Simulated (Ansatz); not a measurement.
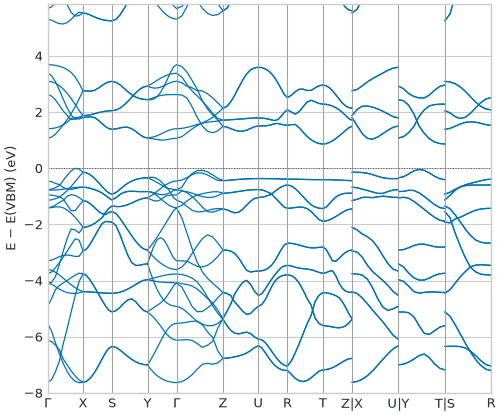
Figure: Band structure from PBE (plane waves, PAW; program Ansatz)

Question: Read off the gap and where the band edges lie.

Answer: About 0.9 eV (0.86 eV by a search for the band edges); maximum on the Γ–X line, 81 % of the way from Γ, minimum at T.

The material is FeS₂ in space group Pnnm (No. 58; Fe on 2a, S on 4g).

Symmetry was held in the PBE relaxation; phonons on a q-mesh show no instability. The workflow began spin-polarised and lost its moments.

Potentials: the later of the program's two PAW sets.
